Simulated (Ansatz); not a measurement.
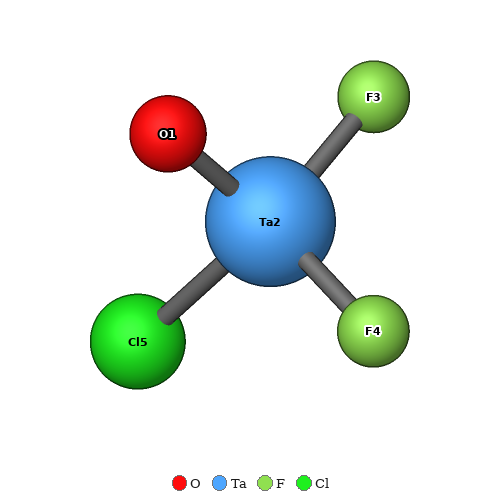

The system is ClF2OTa, SMILES [O]=[Ta]([F])([F])[Cl]; the picture shows the reference structure. The first coordinate is: angle O1–Ta2–F3; the second: angle F4–Ta2–Cl5. Nothing is relaxed (all other coordinates rigid). The grid has 7 × 7 points. All energies are given in kJ/mol relative to the relaxed molecule at the same level. The calculation used RKS r2SCAN-D4/def2-SVP (Ansatz 0.2.0).

Its coordinates:

```yaml
atoms:
  - { symbol: O, position_ang: [-0.3876, -0.2119, 1.6591] }
  - { symbol: Ta, position_ang: [0.0068, -0.0936, -0.0070] }
  - { symbol: F, position_ang: [1.6244, -1.0123, -0.2377] }
  - { symbol: F, position_ang: [-1.3992, -0.9033, -0.9458] }
  - { symbol: Cl, position_ang: [0.2054, 2.1474, -0.5100] }
```

Range: angle O1–Ta2–F3 from 71.5 to 141.5°; angle F4–Ta2–Cl5 from 77.0 to 147.0°.

**Predict the map.**

The lowest grid point is at angle O1–Ta2–F3 = 106.5°, angle F4–Ta2–Cl5 = 112.0°, 0 kJ/mol from the relaxed molecule at the same level. No other kind of well shows on this grid. The highest grid point, angle O1–Ta2–F3 = 71.5°, angle F4–Ta2–Cl5 = 77.0°, lies 314 kJ/mol above the lowest. Round the minimum the valley is somewhat tilted: raising angle O1–Ta2–F3 shifts the best value of angle F4–Ta2–Cl5 downwards (coupling k₁₂/√(k₁₁k₂₂) about 0.2).

```csv
"angle F4–Ta2–Cl5 ↓, angle O1–Ta2–F3 →",71.5,83.2,94.8,106.5,118.2,129.8,141.5
147.0,248,143,95,82,95,131,189
135.4,198,93,46,35,52,93,158
123.7,177,70,21,9,25,69,139
112.0,179,68,16,0,15,58,132
100.4,201,86,29,8,20,62,138
88.7,244,123,61,36,44,84,161
77.0,314,188,120,92,96,134,212
```

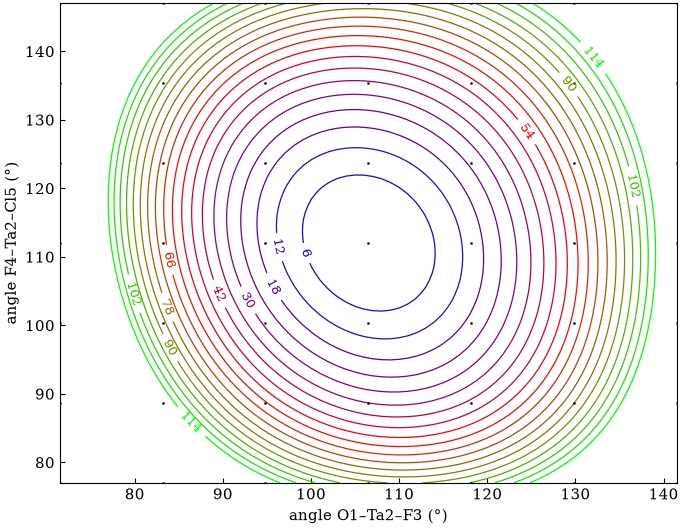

The picture shows contour lines labelled in kJ/mol (none above 114), dots at the grid points. Between grid points the surface is interpolated.

The whole map (49 points run) took 15 min on 1 thread of Arm Neoverse N1, with other jobs on the host.
